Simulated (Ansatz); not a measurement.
# CH₆Sn with the probe Ag+: a probe moved round a molecule

Aim: map the energy of CH₆Sn with the probe Ag+ over two coordinates, and find its wells, ridges and stiffness.

Method: RHF/def2-SVP; program: Ansatz 0.2.0.

## Step 1: Starting geometry

8 atoms, charge 0, spin multiplicity 1.

Atoms are counted from 1 here; the program's logs count them from 0.

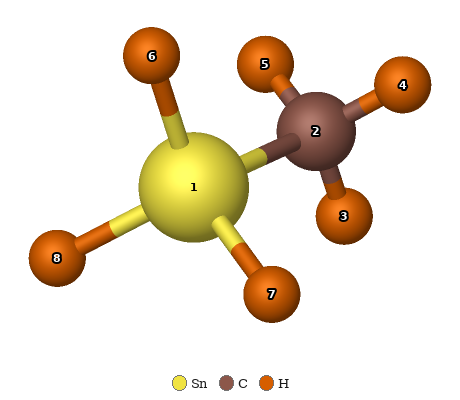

Start geometry, drawn with tin yellow, carbon brown, hydrogen orange; atoms are numbered from 1 in the order of the file.

Coordinates:

```mol
CH6Sn
  3D, bonds by distance, orders not assigned

  8  7  0  0  0  0  0  0  0  0999 V2000
   -0.0017    0.0034   -1.0029 Sn  0  0
    0.0020   -0.0040    1.1672 C   0  0
   -1.0377    0.0319    1.5446 H   0  0
    0.5551    0.8772    1.5444 H   0  0
    0.4908   -0.9249    1.5382 H   0  0
    1.6221   -0.0268   -1.6002 H   0  0
   -0.7873    1.4288   -1.5909 H   0  0
   -0.8432   -1.3856   -1.6005 H   0  0
  1  2  8  0
  1  6  8  0
  1  7  8  0
  1  8  8  0
  2  3  8  0
  2  4  8  0
  2  5  8  0
M  END
```

This geometry comes from a loose relaxation at PBE in a small basis, which is not shown.

## Step 2: Relaxing the molecule

input.yaml

```yaml
crystal:
  periodic: [false, false, false]
  atoms:
    - { symbol: Sn, position_ang: [-0.001738, 0.003427, -1.002888] }
    - { symbol: C, position_ang: [0.001982, -0.003983, 1.167232] }
    - { symbol: H, position_ang: [-1.037692, 0.031871, 1.544581] }
    - { symbol: H, position_ang: [0.555108, 0.877165, 1.544363] }
    - { symbol: H, position_ang: [0.490753, -0.924877, 1.53825] }
    - { symbol: H, position_ang: [1.622094, -0.026832, -1.600202] }
    - { symbol: H, position_ang: [-0.787275, 1.428797, -1.590883] }
    - { symbol: H, position_ang: [-0.843241, -1.385558, -1.600453] }
basis:
  gaussian: { orbitals: def2-SVP }
hamiltonian:
  xc: hf
output:
  forces: true
relax:
  f_tol: 0.003
  max_steps: 120
```

The run is started by

```sh
ansatz run input.yaml --threads 1 --pin off --max-ram 2560MiB --backend cpu --events-out ev --progress --plain --runs-dir out
```

Output (excerpt; [...] marks lines left out):

```text
Warning: RAYON_NUM_THREADS=1 ignored (pool sized by the plan → 1); use --threads N
[...]
Functional definition: HF
[...]
865 factors; integrals over basis functions are off by at most 3.3e-4 eV
[...]
mean field -6929.20765300 eV, -254.6436844619 hartree, gradient 1.2e-5 eV, S^2 0.000000; 0 other end points of the search recorded, 0 dependent functions left out
[...]
reference -6929.20765300 eV, -254.6436844619 hartree; 17, 17 occupied and 53, 53 virtual orbitals, 865 factors
relax step   1: F+E_penalty+E_count = -6929.20765300 eV  Δ(F+E_penalty+E_count) = +0.000e0 eV  max|allowed force component| = 5.676e-1 eV/Å  Δτ_max = 0.0000 Å  (30 SCF iters, accepted)
[...]
relax step   4: F+E_penalty+E_count = -6929.22954685 eV  Δ(F+E_penalty+E_count) = -2.269e-4 eV  max|allowed force component| = 2.798e-2 eV/Å  Δτ_max = 0.0045 Å  (22 SCF iters, accepted)
[...]
relax step   5: F+E_penalty+E_count = -6929.22956803 eV  Δ(F+E_penalty+E_count) = -2.118e-5 eV  max|allowed force component| = 2.934e-3 eV/Å  Δτ_max = 0.0008 Å  (19 SCF iters, accepted)
865 factors; integrals over basis functions are off by at most 3.0e-4 eV
mean field -6929.22956803 eV, -254.6444898245 hartree, gradient 8.9e-5 eV, S^2 0.000000; 1 other end points of the search recorded, 0 dependent functions left out
[...]
reference -6929.22956803 eV, -254.6444898245 hartree; 17, 17 occupied and 53, 53 virtual orbitals, 865 factors
Total energy: -6929.22956803 eV, -254.6444898245 hartree
Atom 0 at    -0.001756     0.003430    -1.001783 Å, force    -0.000850     0.000161     0.001867 eV/Å
Atom 1 at     0.001972    -0.003960     1.160893 Å, force     0.001010    -0.000191    -0.002934 eV/Å
Atom 2 at    -1.019662     0.025477     1.540671 Å, force     0.000066    -0.000320    -0.000058 eV/Å
Atom 3 at     0.540558     0.864761     1.540477 Å, force    -0.000405    -0.000037     0.000921 eV/Å
Atom 4 at     0.487286    -0.906052     1.534437 Å, force     0.000143     0.000390     0.001130 eV/Å
Atom 5 at     1.605727    -0.030167    -1.594525 Å, force     0.000320    -0.000226    -0.000073 eV/Å
Atom 6 at    -0.776210     1.416263    -1.585368 Å, force     0.000030     0.000519    -0.000461 eV/Å
Atom 7 at    -0.837925    -1.369742    -1.594802 Å, force    -0.000314    -0.000296    -0.000392 eV/Å
Dipole moment:     0.000335    -0.000516     0.146263 e Å
```

Run time: 7.2 s. Hardware: 1 thread of Arm Neoverse V2, shared host; peak memory 0.12 GiB.

Step by step:

```tsv
step	energy from step 1 (eV)	largest force component (eV/Å)
1	0.0000	0.5676
2	-0.0167	0.2054
3	-0.0217	0.0532
4	-0.0219	0.0280
5	-0.0219	0.0029
```

Close pairs (by a distance rule), those that changed most:

```tsv
bond	before (Å)	after (Å)	change (Å)
Sn1–H6	1.730	1.714	-0.017
Sn1–H7	1.730	1.714	-0.017
Sn1–H8	1.730	1.714	-0.017
C2–H3	1.107	1.090	-0.016
C2–H4	1.107	1.090	-0.016
C2–H5	1.107	1.090	-0.016
Sn1–C2	2.170	2.163	-0.007
```

## Step 3: The part Ag+ alone, at the geometry typed

input.yaml

```yaml
crystal:
  periodic: [false, false, false]
  atoms:
    - { symbol: Ag, position_ang: [0.0, 0.0, 0.0] }
total_charge: 1
basis:
  gaussian: { orbitals: def2-SVP }
hamiltonian:
  xc: hf
```

The run is started by

```sh
ansatz run input.yaml --threads 1 --pin off --max-ram 2560MiB --backend cpu --events-out ev --progress --plain --runs-dir out
```

Output:

```text
Warning: RAYON_NUM_THREADS=1 ignored (pool sized by the plan → 1); use --threads N
Engine: ansatz 0.2.0, aarch64-unknown-linux-gnu
[... 1 set-up line as earlier in the session ...]
  exchange = exact_x
  correlation = 0
225 factors; integrals over basis functions are off by at most 2.4e-4 eV
mean field evaluation 1: about -3964.7073 eV, gradient 4.3e1 eV
mean field evaluation 2: about -3964.7119 eV, gradient 4.3e1 eV
mean field evaluation 4: about -3968.7878 eV, gradient 3.2e-1 eV
mean field evaluation 8: about -3968.7925 eV, gradient 2.7e-5 eV
mean field -3968.79248033 eV, -145.8504335079 hartree, gradient 1.7e-5 eV, S^2 0.000000; 0 other end points of the search recorded, 0 dependent functions left out
reference -3968.79248033 eV, -145.8504335079 hartree; 9, 9 occupied and 22, 22 virtual orbitals, 225 factors
Total energy: -3968.79248033 eV, -145.8504335079 hartree
```

It took 0.09 s on 1 thread of Arm Neoverse V2, shared host; peak memory 0.058 GiB.

## Step 4: Setting up the map

The probe is moved over the molecule's main plane (x and y are the axes of that plane, centred on the molecule).

First coordinate, x of the probe's Ag atom: 19 values from −4.95 Å. Second coordinate, y of the probe's Ag atom: 19 values from −4.95 Å.

Nothing else is relaxed (molecule and probe rigid). Energies count from molecule and probe far apart, each relaxed in its own basis (no counterpoise correction). Points are written as (first, second).

The probe Ag+ moves over a plane: the molecule's main plane. The molecule is turned into the frame of its main axes, as the inputs below show.

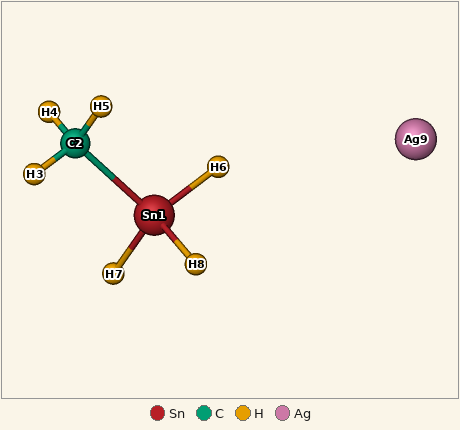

The geometry at (4.95 Å, 4.95 Å).

Of the runs on the grid, 3 are shown in the steps below; the others differ only in the two coordinates.

## Step 5: Point (2.75 Å, 3.30 Å)

input.yaml

```yaml
crystal:
  periodic: [false, false, false]
  atoms:
    - { symbol: Sn, position_ang: [1.00179, -2.3e-05, -6.0e-06] }
    - { symbol: C, position_ang: [-1.160902, -3.2e-05, -9.0e-06] }
    - { symbol: H, position_ang: [-1.538811, -1.018284, -0.095829] }
    - { symbol: H, position_ang: [-1.538443, 0.592253, -0.833972] }
    - { symbol: H, position_ang: [-1.538365, 0.426239, 0.929856] }
    - { symbol: H, position_ang: [1.591636, 1.602941, 0.13805] }
    - { symbol: H, position_ang: [1.591539, -0.681979, -1.457257] }
    - { symbol: H, position_ang: [1.591556, -0.921114, 1.319168] }
    - { symbol: Ag, position_ang: [2.75, 3.3, 0.0] }
total_charge: 1
basis:
  gaussian: { orbitals: def2-SVP }
hamiltonian:
  xc: hf
output:
  forces: true
```

The run is started by

```sh
ansatz run input.yaml --threads 1 --pin off --max-ram 2560MiB --backend cpu --events-out ev --progress --plain --runs-dir out
```

Output (excerpt; [...] marks lines left out):

```text
Warning: RAYON_NUM_THREADS=1 ignored (pool sized by the plan → 1); use --threads N
[...]
[... 1 set-up line as earlier in the session ...]
[...]
1127 factors; integrals over basis functions are off by at most 1.1e-3 eV
[...]
mean field -10898.71008053 eV, -400.5202080483 hartree, gradient 1.6e-5 eV, S^2 0.000000; 0 other end points of the search recorded, 0 dependent functions left out
[...]
reference -10898.71008053 eV, -400.5202080483 hartree; 26, 26 occupied and 75, 75 virtual orbitals, 1127 factors
Total energy: -10898.71008053 eV, -400.5202080483 hartree
Atom 0 at     1.001790    -0.000023    -0.000006 Å, force    -0.854116    -2.015748    -0.131120 eV/Å
Atom 1 at    -1.160902    -0.000032    -0.000009 Å, force     0.028452     0.506761     0.036265 eV/Å
Atom 2 at    -1.538811    -1.018284    -0.095829 Å, force     0.206595    -0.037535    -0.004756 eV/Å
Atom 3 at    -1.538443     0.592253    -0.833972 Å, force    -0.015776    -0.041996     0.012109 eV/Å
Atom 4 at    -1.538365     0.426239     0.929856 Å, force    -0.003854    -0.036053    -0.019530 eV/Å
Atom 5 at     1.591636     1.602941     0.138050 Å, force     0.496059     1.081894     0.044548 eV/Å
Atom 6 at     1.591539    -0.681979    -1.457257 Å, force     0.134333     0.356009     0.081443 eV/Å
Atom 7 at     1.591556    -0.921114     1.319168 Å, force     0.136586     0.378977    -0.042312 eV/Å
Atom 8 at     2.750000     3.300000     0.000000 Å, force    -0.128279    -0.192309     0.023353 eV/Å
Dipole moment:     0.618665     1.246918    -0.005777 e Å
```

Wall time 2.4 s (1 thread of Arm Neoverse V2, shared host); peak memory 0.19 GiB.

That is −66 kJ/mol from the zero.

## Step 6: The run at (4.95 Å, 4.95 Å)

Changes to input.yaml since step 5:

```diff
@@ -11,3 +11,3 @@
     - { symbol: H, position_ang: [1.591556, -0.921114, 1.319168] }
-    - { symbol: Ag, position_ang: [2.75, 3.3, 0.0] }
+    - { symbol: Ag, position_ang: [4.95, 4.95, 0.0] }
 total_charge: 1
```

The run is started by

```sh
ansatz run input.yaml --threads 1 --pin off --max-ram 2560MiB --backend cpu --events-out ev --progress --plain --runs-dir out
```

Output (excerpt; [...] marks lines left out):

```text
Warning: RAYON_NUM_THREADS=1 ignored (pool sized by the plan → 1); use --threads N
[...]
[... 1 set-up line as earlier in the session ...]
[...]
1129 factors; integrals over basis functions are off by at most 1.1e-3 eV
[...]
mean field -10898.10615715 eV, -400.4980142735 hartree, gradient 1.6e-5 eV, S^2 0.000000; 0 other end points of the search recorded, 0 dependent functions left out
[...]
reference -10898.10615715 eV, -400.4980142735 hartree; 26, 26 occupied and 75, 75 virtual orbitals, 1129 factors
Total energy: -10898.10615715 eV, -400.4980142735 hartree
Atom 0 at     1.001790    -0.000023    -0.000006 Å, force    -0.331777    -0.489651    -0.013043 eV/Å
Atom 1 at    -1.160902    -0.000032    -0.000009 Å, force     0.036399     0.119590     0.005734 eV/Å
Atom 2 at    -1.538811    -1.018284    -0.095829 Å, force     0.056571     0.006635     0.000736 eV/Å
Atom 3 at    -1.538443     0.592253    -0.833972 Å, force    -0.005027    -0.015908     0.003271 eV/Å
Atom 4 at    -1.538365     0.426239     0.929856 Å, force     0.000199    -0.014174    -0.006552 eV/Å
Atom 5 at     1.591636     1.602941     0.138050 Å, force     0.153492     0.227034     0.006587 eV/Å
Atom 6 at     1.591539    -0.681979    -1.457257 Å, force     0.063938     0.098830     0.015755 eV/Å
Atom 7 at     1.591556    -0.921114     1.319168 Å, force     0.060517     0.102379    -0.014552 eV/Å
Atom 8 at     4.950000     4.950000     0.000000 Å, force    -0.034311    -0.034735     0.002064 eV/Å
Dipole moment:     2.150304     2.676097    -0.002332 e Å
```

It took 2.1 s on 1 thread of Arm Neoverse V2, shared host; peak memory 0.17 GiB.

Energy on the map's scale: −8 kJ/mol.

## Step 7: Point (−3.30 Å, 1.10 Å)

Changes to input.yaml since step 6:

```diff
@@ -11,3 +11,3 @@
     - { symbol: H, position_ang: [1.591556, -0.921114, 1.319168] }
-    - { symbol: Ag, position_ang: [4.95, 4.95, 0.0] }
+    - { symbol: Ag, position_ang: [-3.3, 1.1, 0.0] }
 total_charge: 1
```

The run is started by

```sh
ansatz run input.yaml --threads 1 --pin off --max-ram 2560MiB --backend cpu --events-out ev --progress --plain --runs-dir out
```

Output (excerpt; [...] marks lines left out):

```text
Warning: RAYON_NUM_THREADS=1 ignored (pool sized by the plan → 1); use --threads N
[...]
[... 1 set-up line as earlier in the session ...]
[...]
1126 factors; integrals over basis functions are off by at most 1.1e-3 eV
[...]
mean field -10898.17990057 eV, -400.5007242944 hartree, gradient 1.6e-5 eV, S^2 0.000000; 0 other end points of the search recorded, 0 dependent functions left out
[...]
reference -10898.17990057 eV, -400.5007242944 hartree; 26, 26 occupied and 75, 75 virtual orbitals, 1126 factors
Total energy: -10898.17990057 eV, -400.5007242944 hartree
Atom 0 at     1.001790    -0.000023    -0.000006 Å, force     1.566038    -0.029564    -0.005821 eV/Å
Atom 1 at    -1.160902    -0.000032    -0.000009 Å, force    -0.663423    -0.364426     0.074321 eV/Å
Atom 2 at    -1.538811    -1.018284    -0.095829 Å, force     0.086373    -0.053251    -0.003406 eV/Å
Atom 3 at    -1.538443     0.592253    -0.833972 Å, force     0.753914     0.024045    -0.876848 eV/Å
Atom 4 at    -1.538365     0.426239     0.929856 Å, force     0.595021    -0.123126     0.750729 eV/Å
Atom 5 at     1.591636     1.602941     0.138050 Å, force    -0.311769    -0.050854    -0.005544 eV/Å
Atom 6 at     1.591539    -0.681979    -1.457257 Å, force    -0.337355     0.054549     0.082914 eV/Å
Atom 7 at     1.591556    -0.921114     1.319168 Å, force    -0.342915     0.068456    -0.076012 eV/Å
Atom 8 at    -3.300000     1.100000     0.000000 Å, force    -1.345885     0.474170     0.059668 eV/Å
Dipole moment:    -1.658080     0.389730     0.003364 e Å
```

Wall time 2.5 s (1 thread of Arm Neoverse V2, shared host); peak memory 0.19 GiB.

Energy on the map's scale: −15 kJ/mol.

## Step 8: All points together

275 points were computed, and 86 have no value (skipped by design, atoms too close, or no result). Energies in kJ/mol, from molecule and probe far apart, each relaxed in its own basis (no counterpoise correction); the table lists every other line.

| y of the probe's Ag atom (Å) ↓, x of the probe's Ag atom (Å) → | −4.95 | −3.85 | −2.75 | −1.65 | −0.55 | 0.55 | 1.65 | 2.75 | 3.85 | 4.95 |
| --- | --- | --- | --- | --- | --- | --- | --- | --- | --- | --- |
| 4.95 | 1 | 0 | −1 | −3 | −8 | −15 | −20 | −18 | −13 | −8 |
| 3.85 | 0 | −2 | −4 | −8 | −19 | −43 | −57 | −48 | −26 | −13 |
| 2.75 | −3 | −9 | −18 | −18 | −28 | 17 | – | −42 | −46 | −17 |
| 1.65 | −8 | −26 | 26 | – | – | – | – | – | −51 | −19 |
| 0.55 | −13 | −38 | – | – | – | – | – | – | −25 | −17 |
| −0.55 | −13 | −38 | – | – | – | – | – | – | −25 | −16 |
| −1.65 | −8 | −25 | – | – | – | – | – | 50 | −39 | −16 |
| −2.75 | −3 | −9 | −13 | 19 | 3 | −4 | −30 | −47 | −27 | −13 |
| −3.85 | 0 | −1 | −3 | −4 | −4 | −11 | −20 | −20 | −14 | −9 |
| −4.95 | 1 | 1 | 1 | 0 | −1 | −4 | −7 | −8 | −7 | −6 |

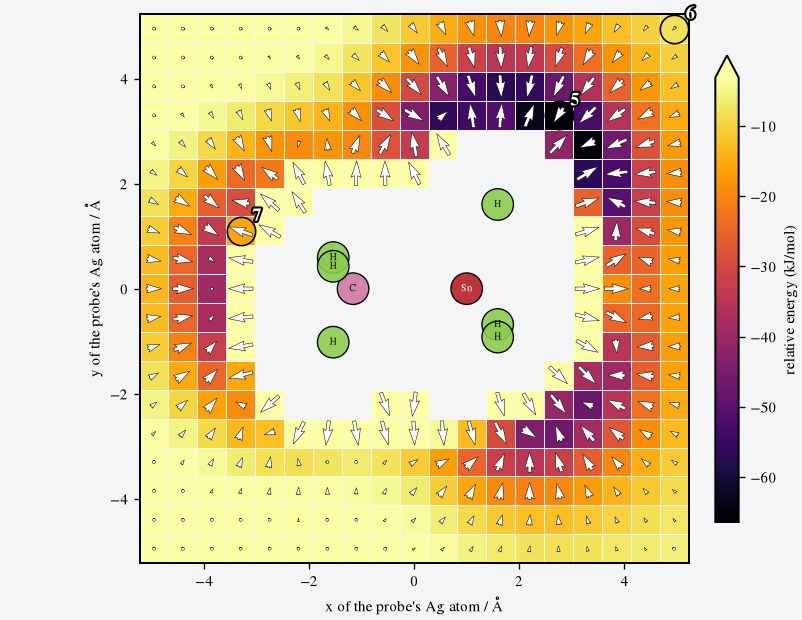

The map; numbers mark the steps of this session that print a point's run. The picture shows one coloured cell a grid point, arrows along the force (downhill), longer where it is stronger, labelled circles for the molecule's atoms, projected on the plane, one colour for all values above the top of the scale, blanks where no value was computed.

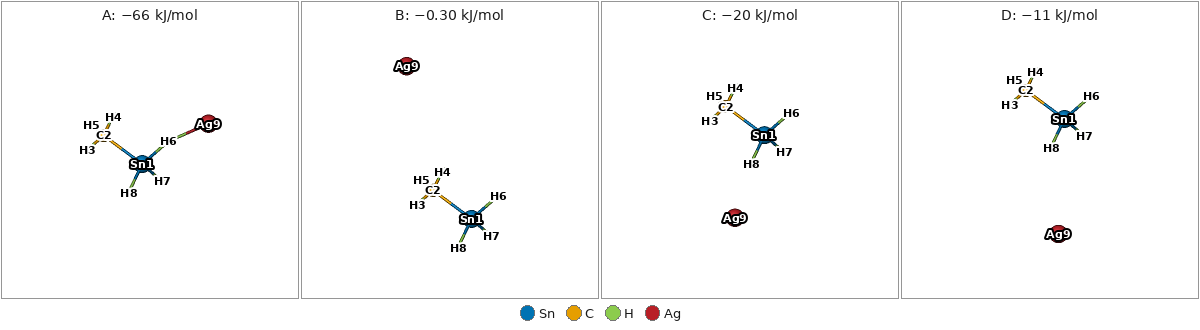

Structures on the grid, at one scale: A at (2.75 Å, 3.30 Å); B at (−4.95 Å, 3.85 Å); C at (1.65 Å, −3.85 Å); D at (3.30 Å, −4.40 Å).

On the same grid, charge on the probe (e):

```
y of the probe's Ag atom (Å) ↓, x of the probe's Ag atom (Å) →  −4.95  −3.85  −2.75  −1.65  −0.55  0.55  1.65  2.75  3.85  4.95
                                                          4.95   1.00   1.00   1.00   0.99   0.98  0.97  0.97  0.97  0.99  0.99
                                                          3.85   1.00   0.99   0.98   0.97   0.94  0.90  0.88  0.92  0.96  0.99
                                                          2.75   0.99   0.97   0.93   0.88   0.83  0.77     –  0.81  0.91  0.97
                                                          1.65   0.98   0.92   0.78      –      –     –     –     –  0.85  0.97
                                                          0.55   0.96   0.86      –      –      –     –     –     –  0.85  0.97
                                                         −0.55   0.96   0.86      –      –      –     –     –     –  0.85  0.97
                                                         −1.65   0.98   0.92      –      –      –     –     –  0.72  0.88  0.97
                                                         −2.75   0.99   0.97   0.94   0.92   0.87  0.84  0.80  0.85  0.94  0.98
                                                         −3.85   1.00   0.99   0.98   0.98   0.97  0.96  0.95  0.96  0.98  0.99
                                                         −4.95   1.00   1.00   1.00   0.99   0.99  0.99  0.99  0.99  0.99  1.00
```

## Step 9: Results

| quantity | value |
| --- | --- |
| lowest point | (2.75 Å, 3.30 Å) [nearest 1 H at 2.06 Å], −66 kJ/mol |
| highest computed point (blank points may lie higher) | (−2.20 Å, 1.65 Å), 318 kJ/mol above the lowest |
| charge on the probe (e) | 0.72 at (2.75 Å, −1.65 Å) to 1.00 at (−4.95 Å, −4.95 Å); 0.86 at the lowest point |
| time for the whole task | 11 min on 1 thread, shared host |

What this shows: The lowest computed point is at (2.75 Å, 3.30 Å) [nearest 1 H at 2.06 Å], −66 kJ/mol from molecule and probe far apart, each relaxed in its own basis (no counterpoise correction). The grid is coarse, so the lowest point of the scanned range may lie between grid points; coordinates that were held can hide deeper minima. The highest computed point, (−2.20 Å, 1.65 Å) [nearest 1 H at 1.50 Å], lies 318 kJ/mol above the lowest. Between some neighbouring points the energy changes steeply, from close contacts of the rigid frames or a change of state; the map doesn't tell which. No counterpoise correction was made, so wells between separate parts tend to come out somewhat too deep.
